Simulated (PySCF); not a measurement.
**C4H2F4O: density, localisation and related maps**

```xyz
11

O    -1.2381    0.5805    1.2747
C    -1.4150    0.5189    0.0988
C    -0.7266   -0.4924   -0.8192
F    -0.9344   -0.1142   -2.1256
C     0.7428   -0.6339   -0.5320
F     1.1874   -1.8855   -0.3431
C     1.5930    0.3870   -0.4604
F     1.2197    1.6427   -0.6281
F     2.8836    0.2984   -0.2247
H    -2.1057    1.1782   -0.4529
H    -1.2013   -1.4771   -0.6937
```

Geometry: GFN2-xTB.

The calculation used PBE0/pcSseg-1, SCF density, gas phase, non-relativistic (PySCF 2.14.0).

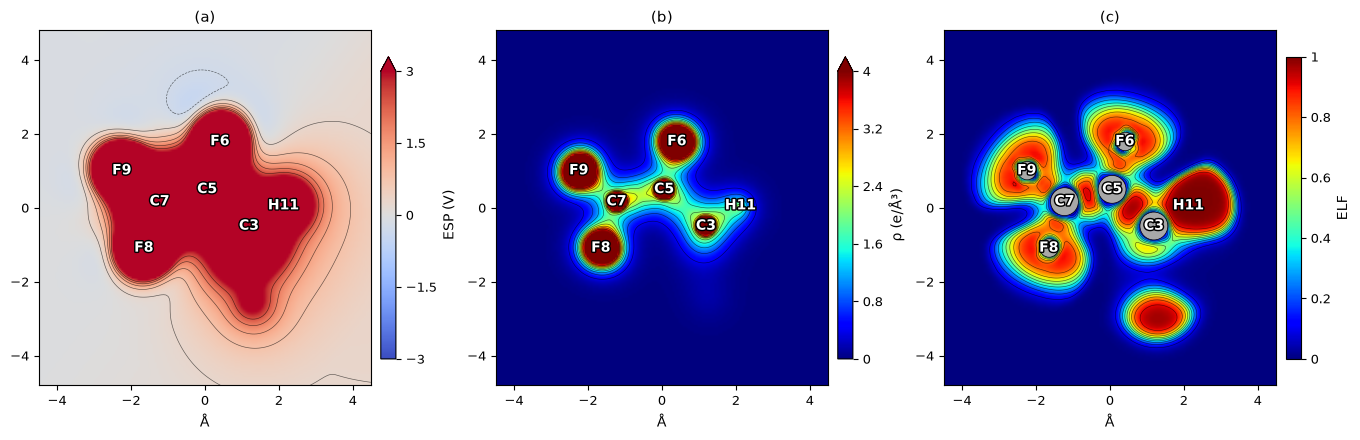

Figure 1. (a) electrostatic potential; (b) total electron density; (c) ELF on the plane of atoms C3, C5 and F6. Grey discs cover the atomic cores in the ELF map.

What does the map show?

Answer.
- Atoms in the plane: C, F and H.
- C–F (1.31 Å): ρ at the midpoint is about 2.5 e/Å³; the ELF peaks at about 0.85 between the atoms: a shared but strongly polarised pair.
- C–C (1.33 Å): the density is about 2.3 e/Å³ at the midpoint; the ELF peaks at about 0.90 between the atoms; a multiple bond.
- C–H (1.10 Å): ρ is about 2.1 e/Å³ halfway; the ELF climbs to about 1 towards the hydrogen, as it does in any bond to H: a covalent bond by its length.
- C–C (1.50 Å): the density is about 1.7 e/Å³ at the midpoint; the ELF peaks at about 0.95 between the atoms; a shared electron pair.
- The ELF also peaks beside F8, F9 and F6, away from the bonds: lone-pair regions.
- Outside the dense part of the molecule the potential is most negative (−0.5 V) near F6.

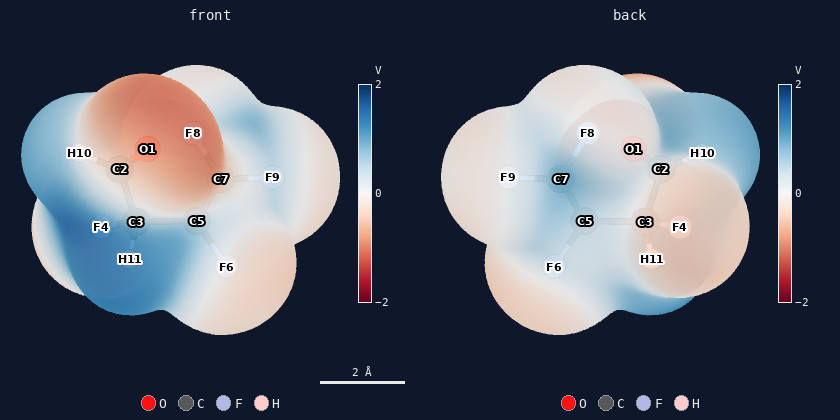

Figure 2. The electrostatic potential painted on the density surface at 0.001 e/bohr³, seen from the front and from behind; the colour scale runs from red (negative) to blue (positive).

Which sites attract a positive test charge, and which a negative one?

Answer. A positive charge is drawn to the negative regions and a negative charge to the positive ones. The most negative region (about −1.1 V, or −25 kcal/mol for a unit charge) lies over O1, the most positive (about +1.5 V, or +35 kcal/mol for a unit charge) over the π face of C2 and C3. O1 is the likeliest acceptor of a hydrogen bond.

How polar is the molecule by this calculation?

Answer. Its dipole moment is 1.45 D.
